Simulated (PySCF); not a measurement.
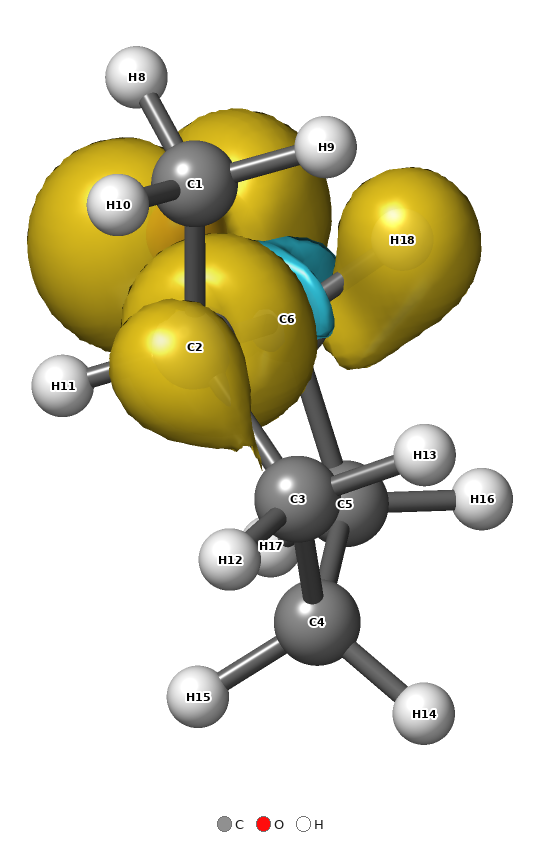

C6H11O (doublet). Isosurfaces of the spin density (α minus β) at +0.02 (yellow) and −0.02 e/Å³ (cyan), seen at an oblique angle.

Geometry: GFN2-xTB.

All numbers below come from PySCF 2.14.0, density-fitted response routines, UKS B3LYP, pcH-1 on C H O, non-relativistic, mean-field spin-orbit, GIAO.

```yaml
atoms:
  - { symbol: C, position_ang: [2.1084, -0.3698, -0.2783] }
  - { symbol: C, position_ang: [0.6664, -0.4496, 0.1612] }
  - { symbol: C, position_ang: [-0.3575, -0.6868, -0.9338] }
  - { symbol: C, position_ang: [-1.6961, -0.3398, -0.2820] }
  - { symbol: C, position_ang: [-1.3991, 0.8675, 0.6135] }
  - { symbol: C, position_ang: [0.1361, 0.9367, 0.8098] }
  - { symbol: O, position_ang: [0.5890, 1.0984, 2.0128] }
  - { symbol: H, position_ang: [2.7339, -0.0374, 0.5467] }
  - { symbol: H, position_ang: [2.2281, 0.3199, -1.1119] }
  - { symbol: H, position_ang: [2.4511, -1.3556, -0.5912] }
  - { symbol: H, position_ang: [0.5522, -1.1839, 0.9619] }
  - { symbol: H, position_ang: [-0.3243, -1.7185, -1.2860] }
  - { symbol: H, position_ang: [-0.1583, -0.0249, -1.7790] }
  - { symbol: H, position_ang: [-2.4682, -0.1259, -1.0200] }
  - { symbol: H, position_ang: [-2.0321, -1.1816, 0.3243] }
  - { symbol: H, position_ang: [-1.7334, 1.7989, 0.1547] }
  - { symbol: H, position_ang: [-1.8826, 0.7823, 1.5858] }
  - { symbol: H, position_ang: [0.5773, 1.6765, 0.0998] }
```

Question: Describe the spin distribution.

Answer: The unpaired spin (1 electron) lies mostly on O7 (about 0.7) and C2 (about 0.1), in electrons by Hirshfeld's partition.
